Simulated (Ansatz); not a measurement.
# C₂H₆BN: small, medium and large basis sets

Aim: see how fast density functionals converge with the basis set for C₂H₆BN.

Method: one geometry, several basis sets; program: Ansatz 0.2.0, Gaussian basis.

The runs, in order: PBE0-D4/def2-SVP; ωB97M-V/def2-SVP; PBE0-D4/def2-QZVPP; ωB97M-V/def2-QZVPP; the functionals' def2-TZVPP values are taken from earlier runs.

## 1. The relaxed structure

The geometry comes from an earlier relaxation with PBE0-D4 in a triple-zeta def2 set; it is a stationary point, not always the lowest conformer.

SMILES `BC(C)=N`, 10 atoms, charge 0, spin multiplicity 1.

Atoms are counted from 1 here; the program's logs count them from 0.

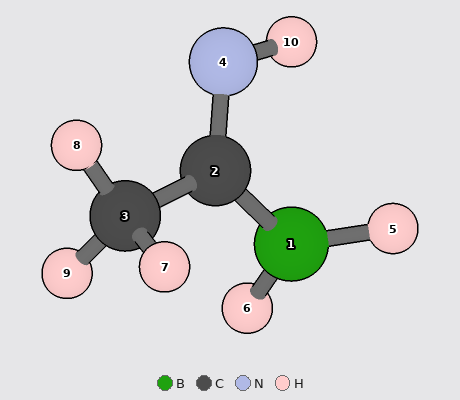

The geometry (boron green, carbon dark grey, nitrogen light blue, hydrogen pink); atoms are numbered from 1 in the order of the file.

## 2. PBE0-D4 in def2-SVP

File in.yaml:

```yaml
crystal:
  periodic: [false, false, false]
  atoms:
    - {symbol: B, position_ang: [-0.858939, 1.003994, -0.545533]}
    - {symbol: C, position_ang: [0.223684, -0.053144, -0.204541]}
    - {symbol: C, position_ang: [0.197505, -0.972905, 0.967731]}
    - {symbol: N, position_ang: [1.287917, 0.031787, -0.912746]}
    - {symbol: H, position_ang: [-1.283734, 1.077844, -1.660514]}
    - {symbol: H, position_ang: [-1.172445, 1.821915, 0.270283]}
    - {symbol: H, position_ang: [-0.619441, -1.694075, 0.865050]}
    - {symbol: H, position_ang: [1.143144, -1.510249, 1.051556]}
    - {symbol: H, position_ang: [0.007283, -0.412030, 1.887612]}
    - {symbol: H, position_ang: [1.158125, 0.655764, -1.715898]}
basis:
  gaussian: {orbitals: def2-SVP}
hamiltonian: {xc: pbe0, dispersion: d4}
output: {orbitals: {seedname: orbitals}}
```

Run with:

```console
> ansatz run in.yaml --threads 2 --pin off --events-out ev --progress --plain --max-ram 4352MiB
```

Standard output:

```text
Functional definition: PBE0
  name "PBE0"
  cite "Adamo & Barone, J. Chem. Phys. 110, 6158 (1999) doi:10.1063/1.478522"
  cite "Perdew, Burke & Ernzerhof, Phys. Rev. Lett. 77, 3865 (1996) doi:10.1103/PhysRevLett.77.3865"
  parent pbe
  parameter a = 0.25
  parameter kappa = 0.804
  parameter beta = 0.06672455060314922
  exchange = (1 - a)*pbe_x(kappa = kappa, mu = beta*pi^2/3) + a*exact_x
  correlation = pbe_c(beta = beta)
990 factors; their error is unknown
mean field evaluation 1: about -4323.1550 eV, gradient 4.5e1 eV
mean field evaluation 2: about -4317.7200 eV, gradient 6.5e1 eV
mean field evaluation 4: about -4328.0891 eV, gradient 3.9e0 eV
mean field evaluation 8: about -4328.1252 eV, gradient 7.5e-2 eV
mean field evaluation 16: about -4328.1083 eV, gradient 6.4e-5 eV
mean field -4328.10825566 eV, -159.0550446983 hartree, gradient 6.4e-5 eV, S^2 0.000000; 0 other end points of the search recorded, 0 dependent functions left out
reference -4328.10828102 eV, -159.0550456301 hartree; 15, 15 occupied and 71, 71 virtual orbitals, 990 factors
Total energy: -4328.23714711 eV, -159.0597813717 hartree
```

Wall time 1.1 s (2 threads of Arm Neoverse V1, shared host).

## 3. ωB97M-V in def2-SVP

Edit in.yaml of step 2 so:

```diff
@@ -15,3 +15,3 @@
   gaussian: {orbitals: def2-SVP}
-hamiltonian: {xc: pbe0, dispersion: d4}
+hamiltonian: {xc: {name: wB97M-V}}
 output: {orbitals: {seedname: orbitals}}
```

Launched as before.

Standard output, cut to the lines that bear on the results:

```text
Functional definition: wB97M-V
  name "wB97M-V"
  cite "Mardirossian & Head-Gordon, J. Chem. Phys. 144, 214110 (2016) doi:10.1063/1.4952647"
  cite "Becke, J. Chem. Phys. 107, 8554 (1997) doi:10.1063/1.475007"
  cite "Vydrov & Van Voorhis, J. Chem. Phys. 133, 244103 (2010) doi:10.1063/1.3521275"
  # Of w^i u^j: cxij and so on, Table III.
[...]
  gx(w, u) = 1 - cx + cx01*u + cx10*w
  gss(w, u) = css00 + css04*u^4 + css10*w + css20*w^2 + css43*w^4*u^3
  gos(w, u) = cos00 + cos10*w + (cos20 + cos21*u)*w^2 + (cos60 + cos61*u)*w^6
[...]
      + integral(e_c_pw_mod_opposite_spin*gos(b97_w_opposite, b97_u_opposite)) + vv10(b, c)
990 factors; their error is unknown
256 factors; integrals over basis functions are off by at most 1.2e-5 eV
[...]
mean field -4331.12321129 eV, -159.1658422743 hartree, gradient 8.0e-5 eV, S^2 0.000000; 0 other end points of the search recorded, 0 dependent functions left out
reference -4331.12325035 eV, -159.1658437095 hartree; 15, 15 occupied and 71, 71 virtual orbitals, 990 factors
Total energy: -4331.12325035 eV, -159.1658437095 hartree
```

Run time: 4.7 s. Hardware: 2 threads of Arm Neoverse V1, shared host.

## 4. PBE0-D4 in def2-QZVPP

Edit in.yaml of step 3 so:

```diff
@@ -14,4 +14,4 @@
 basis:
-  gaussian: {orbitals: def2-SVP}
-hamiltonian: {xc: {name: wB97M-V}}
+  gaussian: {orbitals: "def2-QZVPP.json"}
+hamiltonian: {xc: pbe0, dispersion: d4}
 output: {orbitals: {seedname: orbitals}}
```

Launched as before.

Standard output:

```text
Functional definition: PBE0
  name "PBE0"
  cite "Adamo & Barone, J. Chem. Phys. 110, 6158 (1999) doi:10.1063/1.478522"
  cite "Perdew, Burke & Ernzerhof, Phys. Rev. Lett. 77, 3865 (1996) doi:10.1103/PhysRevLett.77.3865"
  parent pbe
  parameter a = 0.25
  parameter kappa = 0.804
  parameter beta = 0.06672455060314922
  exchange = (1 - a)*pbe_x(kappa = kappa, mu = beta*pi^2/3) + a*exact_x
  correlation = pbe_c(beta = beta)
1094 factors; their error is unknown
mean field evaluation 1: about -4325.5669 eV, gradient 5.9e1 eV
mean field evaluation 2: about -4317.2716 eV, gradient 8.0e1 eV
mean field evaluation 4: about -4333.1303 eV, gradient 6.7e0 eV
mean field evaluation 8: about -4333.2279 eV, gradient 2.1e-1 eV
mean field evaluation 16: about -4333.2278 eV, gradient 5.0e-5 eV
mean field -4333.22778262 eV, -159.2431838441 hartree, gradient 5.0e-5 eV, S^2 0.000000; 0 other end points of the search recorded, 0 dependent functions left out
reference -4333.22782229 eV, -159.2431853019 hartree; 15, 15 occupied and 393, 393 virtual orbitals, 1094 factors
Total energy: -4333.35668838 eV, -159.2479210435 hartree
```

It took 11 s on 2 threads of Arm Neoverse V1, shared host; peak memory 0.95 GiB.

## 5. ωB97M-V in def2-QZVPP

Edit in.yaml of step 4 so:

```diff
@@ -15,3 +15,3 @@
   gaussian: {orbitals: "def2-QZVPP.json"}
-hamiltonian: {xc: pbe0, dispersion: d4}
+hamiltonian: {xc: {name: wB97M-V}}
 output: {orbitals: {seedname: orbitals}}
```

Launched as before.

Standard output, cut to the lines that bear on the results:

```text
Functional definition: wB97M-V
  name "wB97M-V"
  cite "Mardirossian & Head-Gordon, J. Chem. Phys. 144, 214110 (2016) doi:10.1063/1.4952647"
  cite "Becke, J. Chem. Phys. 107, 8554 (1997) doi:10.1063/1.475007"
  cite "Vydrov & Van Voorhis, J. Chem. Phys. 133, 244103 (2010) doi:10.1063/1.3521275"
  # Of w^i u^j: cxij and so on, Table III.
[...]
  gx(w, u) = 1 - cx + cx01*u + cx10*w
  gss(w, u) = css00 + css04*u^4 + css10*w + css20*w^2 + css43*w^4*u^3
  gos(w, u) = cos00 + cos10*w + (cos20 + cos21*u)*w^2 + (cos60 + cos61*u)*w^6
[...]
      + integral(e_c_pw_mod_opposite_spin*gos(b97_w_opposite, b97_u_opposite)) + vv10(b, c)
1094 factors; their error is unknown
335 factors; integrals over basis functions are off by at most 1.2e-5 eV
[...]
mean field -4336.52080061 eV, -159.3642000230 hartree, gradient 4.5e-5 eV, S^2 0.000000; 0 other end points of the search recorded, 0 dependent functions left out
reference -4336.52086453 eV, -159.3642023720 hartree; 15, 15 occupied and 393, 393 virtual orbitals, 1094 factors
Total energy: -4336.52086453 eV, -159.3642023720 hartree
```

It took 22 s on 2 threads of Arm Neoverse V1, shared host; peak memory 1.1 GiB.

## 6. Functionals by basis

The def2-TZVPP values come from earlier runs at the same geometry.

```tsv
functional	basis	functions	energy (eV)	from the largest (eV)	HOMO (eV)	LUMO (eV)
PBE0-D4	def2-SVP	86	-4328.2371	5.120	-7.25	-1.93
PBE0-D4	def2-TZVPP	208	-4333.1022	0.254	-7.41	-2.03
PBE0-D4	def2-QZVPP	408	-4333.3567	0.000	-7.44	-2.06
ωB97M-V	def2-SVP	86	-4331.1233	5.398	-9.55	0.16
ωB97M-V	def2-TZVPP	208	-4336.2760	0.245	-9.75	-0.06
ωB97M-V	def2-QZVPP	408	-4336.5209	0.000	-9.78	-0.13
```

## 7. Outcome

| quantity | value |
| --- | --- |
| PBE0-D4: double and triple zeta above quadruple | 5.12, 0.25 eV |
| ωB97M-V: double and triple zeta above quadruple | 5.40, 0.24 eV |

What this shows: For PBE0-D4 the step from double to triple zeta gains 4.87 eV and the next only 0.25 eV. Total energies overstate the basis error of differences, where much of it tends to cancel.

For PBE0-D4 the largest set took about 10 times as long as the smallest (11 s against 1.1 s).
